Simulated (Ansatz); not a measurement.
Cu3 (charge +1, quintet)

```xyz
3

Cu   -0.5570    1.4026    0.6962
Cu   -0.0909   -0.0013   -1.3118
Cu    0.6479   -1.4013    0.6156
```

Geometry: PBE0-D4/def2-TZVP.

Method: UKS PBE0-D4/def2-TZVP in Ansatz.

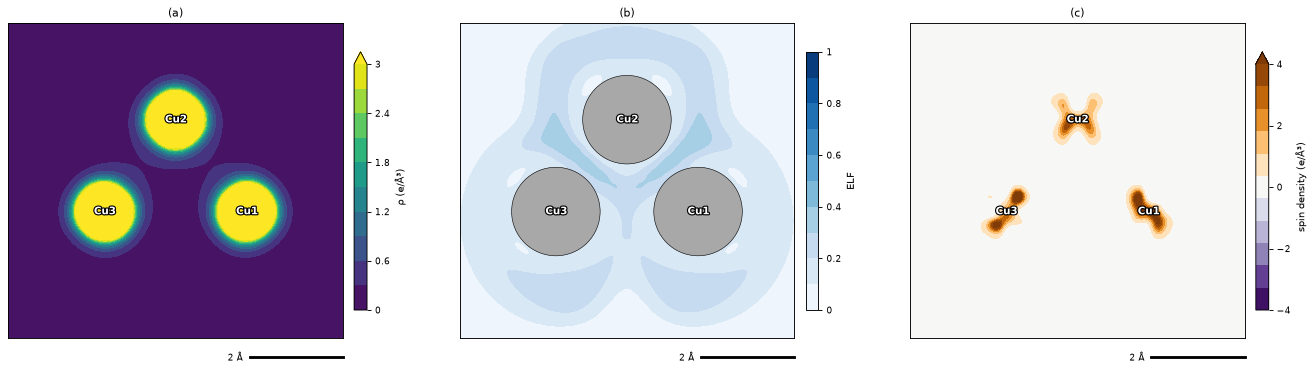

Figure 1. (a) electron density; (b) ELF; (c) spin density (α minus β) on the molecular plane. Grey discs cover the atomic cores in the ELF map.

Q: Describe what can be read from this map.

A: Atoms in the plane: Cu.
Cu–Cu (2.49 Å): ρ is about 0.29 e/Å³ halfway; the ELF is about 0.35 at the midpoint.
The unpaired spin (4 electrons) lies mostly on Cu1 (about 1.3), Cu3 (about 1.3) and Cu2 (about 1.3), in electrons by Hirshfeld's partition.

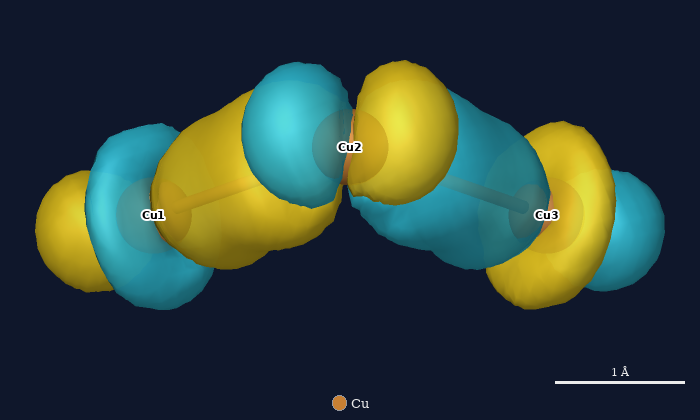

Figure 2. The HOMO (β) at ±0.15 Å⁻³ᐟ² (yellow and cyan are the two phases), seen from one side.

Q: Where does this orbital lie, and at what energy?

A: By Hirshfeld shares it lies mainly on Cu2 (about 45 %), Cu1 (about 30 %) and Cu3 (about 30 %). Its energy is −13.84 eV.

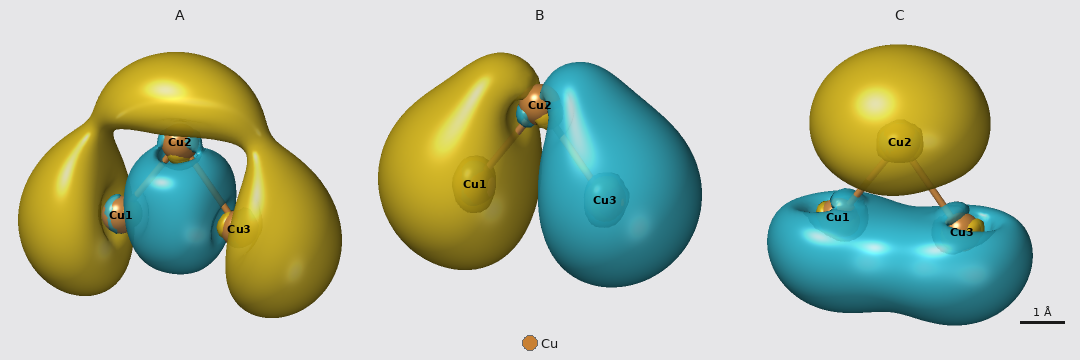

Figure 3. Three frontier orbitals at ±0.06 Å⁻³ᐟ² (yellow and cyan are the two phases), in no order.

Q: Order the three orbitals by energy and name them. All are α orbitals.

A: B is the HOMO−1 (α) (−10.78 eV). Its weight (Hirshfeld) is mainly on Cu1 (about 40 %), Cu3 (about 40 %) and Cu2 (about 15 %). C is the HOMO (α) (−9.91 eV). It lies mainly on Cu2 (about 50 %), Cu1 (about 25 %) and Cu3 (about 25 %). A is the LUMO (α) (−6.06 eV). Its weight (Hirshfeld) is mainly on Cu1 (about 35 %), Cu3 (about 35 %) and Cu2 (about 25 %); it is symmetric in the molecular plane (an in-plane orbital: σ, lone-pair or in-plane π type).

Q: What is the gap between the highest occupied and lowest empty α orbitals?

A: 3.85 eV between the orbital energies.
